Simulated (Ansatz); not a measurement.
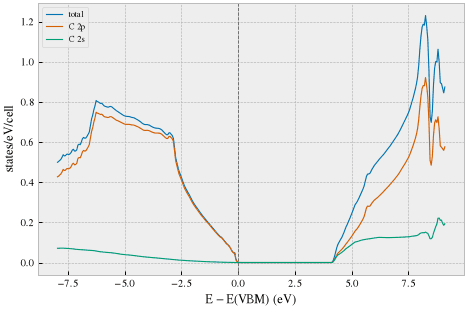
*Total and projected density of states of C (diamond, Fd-3m), DFT-PBE in the program Ansatz with PAW potentials*

**Question.** Which orbitals carry the states next to the gap?

**Answer.** Top 1 eV of the valence band: C 2p 98 %. Bottom 1 eV of the conduction band: C 2p 53 %, C 2s 39 %, outside the projected shells 9 %. Projections are on Löwdin-orthogonalised atomic valence shells; empty p or d shells of many metals are not among them.

**Question.** Where is the tallest occupied peak in this window, and what makes it?

**Answer.** Near -6.2 eV, about 0.81 states/eV per cell; the largest projected share is C 2p.

The cell was relaxed with PBE under the symmetry of its start.

Potentials: the later of the program's two PAW sets.
